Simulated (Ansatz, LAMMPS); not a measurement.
# Site preference of a vacancy of Se in Zn44Se15S29 with crystalline order left by the classical run (88 atoms): runs compared

Aim: make a vacancy of Se at several sites of Zn44Se15S29 with crystalline order left by the classical run (88 atoms), relax each, and compare their energies.

Computed with Ansatz 0.2.0: Kohn-Sham DFT, PBE, PAW (set soft_2), plane waves.

## 1. The cell as built

The cell holds 88 atoms: 44 Zn, 15 Se and 29 S. Its edges and angles: a = 12.241 Å, b = 12.241 Å, c = 12.241 Å, α = 90.0°, β = 90.0°, γ = 90.0°. 88 atoms (44 Zn, 15 Se, 29 S) placed at random at 4.52 g/cm³, melted at 2500 K for 10 ps at fixed volume with the Stillinger-Weber II-VI potential (Zhou et al., Phys. Rev. B 88, 085309 (2013)). Quenched from 2500 K to 300 K at 3 K/ps and fixed volume, held 5 ps.

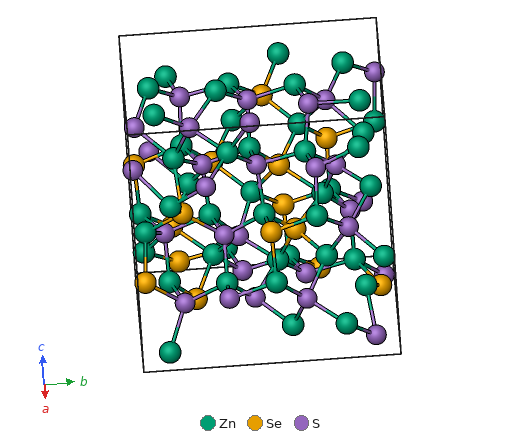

The cell as built. Some periodic images of atoms are drawn too.

Limits known from the start: The quench rate of 3 K/ps far exceeds what a furnace or splat quench reaches, so expect more defects and frozen-in strain than in a real sample. The network of bonds at the start is that of the classical potential that made the cell, and needn't be the one that DFT or experiment would give. The Brillouin zone is sampled at Γ only, in a cell whose shortest periodic width is 12 Å.

## 2. The reference run

The reference is a single point at the end of the relaxation.

Every defect cell starts from the geometry of this run and is relaxed in the fixed cell.

Its input, with most atom lines left out:

```yaml
crystal:
  lattice:
    - [12.2405, 0.0, 0.0]
    - [0.0, 12.2405, 0.0]
    - [0.0, 0.0, 12.2405]
  atoms:
    - { symbol: Zn, position: [0.94073, 0.88558, 0.84837] }
    - { symbol: Zn, position: [0.21698, 0.86121, 0.92079] }
    - { symbol: Zn, position: [0.73499, 0.92197, 0.62288] }
    - { symbol: Zn, position: [0.86711, 0.05859, 0.1197] }
    - { symbol: Zn, position: [0.56806, 0.12406, 0.16861] }
    - { symbol: Zn, position: [0.31003, 0.2227, 0.6487] }
    - { symbol: Zn, position: [0.24127, 0.59482, 0.13281] }
    [... atom lines 8 to 88 left out ...]
kpoints:
  mp_grid: { grid: [1, 1, 1] }
hamiltonian:
  xc: pbe
scf:
  occupations: { method: gaussian, width: 0.025 }
output:
  forces: true
  stress: true
  populations: true
  dos:
    method: { smearing: { sigma: 0.08 } }
    de: 0.1
    projected: { site_lists: { S: [S], Se: [Se], Zn: [Zn] } }
  eigenvalues: true
  write_density: true
  write_potential: true
  volumetric_format: npy
  elf: true
```

* free energy per atom: -2889.6779 eV/atom
* r.m.s. force component: 0.00959 eV/Å
* pressure: 2.165 GPa

Filled and empty levels are parted by 1.15 eV (at Γ alone); a semilocal functional tends to put such gaps too low. In a disordered cell it changes from sample to sample, and tail or defect levels can set it.

## 3. The runs

Each row is one run, on 4 threads of AMD EPYC 9B45 (Zen 5), shared host. The free energy is the program's total, comparable only between runs with the same functional, potentials and atoms.

```csv
run,atoms,outcome,"ionic steps, all passes",free energy (eV),time,host memory (GiB)
Single point at the start,88,converged,-,-254287.165,11 s,2.9
Relaxation,88,converged,31,-254291.659,3.6 min,3.0
Single point at the relaxed geometry,88,converged,-,-254291.659,16 s,3.0
"Vacancy of Se, site Se55",87,converged,14,-248821.552,2.4 min,3.0
"Vacancy of Se, site Se46",87,converged,10,-248820.052,1.7 min,3.0
"Vacancy of Se, site Se51",87,converged,13,-248820.295,2.2 min,3.0
"Vacancy of Se, site Se54",87,converged,9,-248820.660,97 s,3.0
"Vacancy of Se, site Se49",87,converged,12,-248820.133,2.1 min,3.0
"Vacancy of Se, site Se57",87,converged,10,-248821.323,1.7 min,3.0
```

The surroundings of site Se55, the cheapest one, after relaxation: 13 atoms, nearest first, with positions taken from that point. Atoms keep their numbers of the cell before the removal, where the removed atom was number 55.

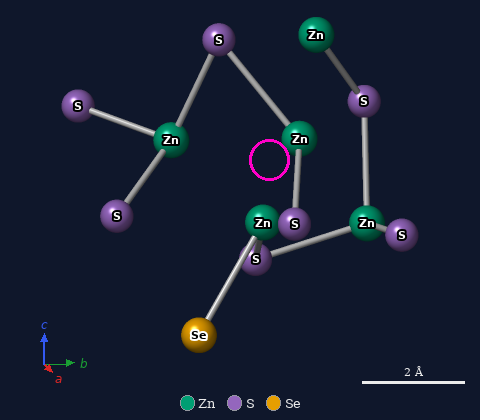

The atoms of the table, within 4.0 Å (arrows a, b, c point along x, y, z); some may hide others. A ring marks the centre wherever it is empty.

```csv
atom,x,y,z,distance (Å),bonds
Zn15,0.09,-0.15,-1.23,1.25,3
Zn8,1.83,0.25,0.74,1.99,3
Zn3,0.39,-2.04,0.53,2.14,3
S85,0.21,2.60,-1.56,3.04,4
Zn9,-1.77,1.27,2.13,3.05,3
S65,-2.02,0.10,-2.36,3.11,4
S74,1.12,-1.22,2.64,3.12,4
Zn10,-2.09,2.34,-1.73,3.58,4
S69,-2.82,2.42,0.57,3.76,4
Se57,1.01,-1.60,-3.27,3.78,4
S61,3.79,-0.22,-0.60,3.84,4
S80,-1.31,-3.58,0.96,3.93,4
S60,1.90,-3.41,-0.67,3.96,4
```

The column of bonds counts only the pairs Zn-S within 3.02 Å, Zn-Se within 2.98 Å; other neighbours, such as metal atoms beside each other in a compound, aren't counted, and periodic images can show an atom twice.

## 4. The sites compared

All these cells hold the same atoms, so their energies can be compared with no chemical potential.

```csv
site,neighbours,mean distance (Å),atoms within 6 Å,energy over the best site (eV),before relaxation (eV),gain on relaxing (eV)
Se55,Zn4,2.44,44,0.00,0.37,1.69
Se57,Zn4,2.48,42,0.23,0.00,1.09
Se54,Zn4,2.49,44,0.89,0.77,1.20
Se51,Zn4,2.46,42,1.26,0.86,0.92
Se49,Zn4,2.45,42,1.42,0.88,0.77
Se46,Zn4,2.46,43,1.50,0.95,0.77
```

Neighbours are those of the relaxed host within 3.02 Å (Zn-Se); other pairs aren't counted.

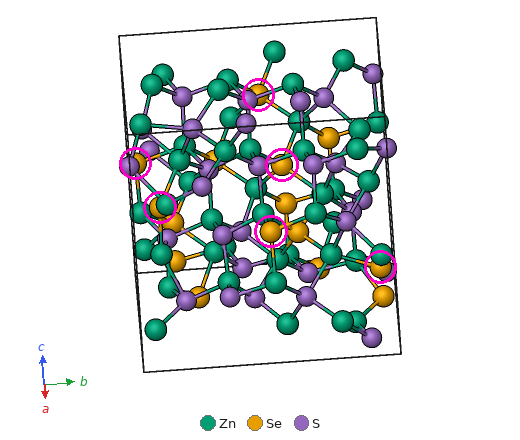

The relaxed cell with the tried sites ringed. Some periodic images of atoms are drawn too.

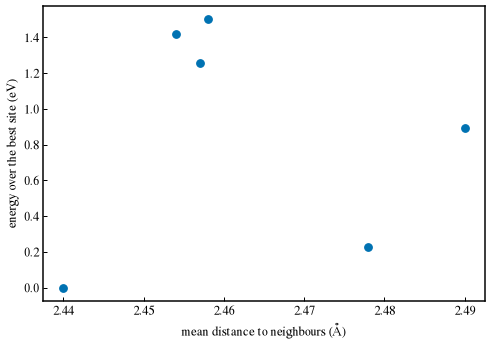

Site energy against the site's surroundings.

## 5. What came out

The cheapest site is Se55 (4 neighbours, Zn4); the dearest, Se46 (4 neighbours, Zn4), costs 1.5 eV more. Over 6 sites the energy shows no clear trend with the mean distance to neighbours. Relaxation changes the order: the best site before relaxing was Se57.

**Limits.** Defects are neutral and interact with their images. In a disordered cell the relaxation can also rearrange atoms far from the site. Only 6 of the 15 Se sites were tried; unless symmetry makes the others alike to these, a cheaper one may exist. The pressure of 2.2 GPa says that the cell would expand at this level of theory.

The DFT runs together took 16 min of wall time.

[Logs are printed without paths, hosts, clocks, repeated set-up lines and the standing remarks that a program may print on its own settings, such as how far it seeks lower states.]

[Hosts, paths, dates, database ids (printed as entryN), source tags and the programs' standing remarks are cut or masked in the printed files.]
